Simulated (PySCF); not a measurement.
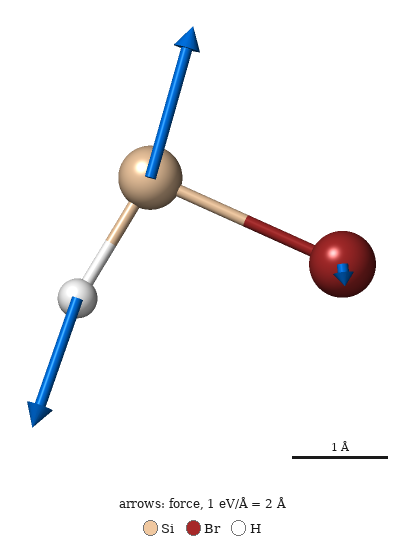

Starting geometry of SiHBr with the computed forces as blue arrows. A ball-and-stick model, seen face on.

The start comes from GFN2-xTB. Its atoms were then displaced at random by about 0.01 Å.

Computed with PBE0-D3(BJ)/def2-TZVP geometry optimisation, gas phase in PySCF 2.14.0, density-fitted response routines. 

Is this structure relaxed? If not, where do the atoms go?

It isn't relaxed: the largest force vector, on the Si atom, is 0.83 eV/Å. The final displacements follow the starting forces only in part (cosine between the two patterns 0.83). The atom that moves furthest after the best rigid fit is the Si atom (0.032 Å). Largest moves by element: Si 0.032 Å, H 0.025 Å, Br 0.015 Å. Some distances before and after: H–Si 1.485 → 1.527 Å, Br–Si 2.238 → 2.245 Å. Among the angles between lasting bonds that change: Br–Si–H 96.4° → 93.9°. Over 3 geometry steps the energy falls by 0.45 kcal/mol. The run took 14 s on 1 thread of Arm Neoverse N1, on a shared host.
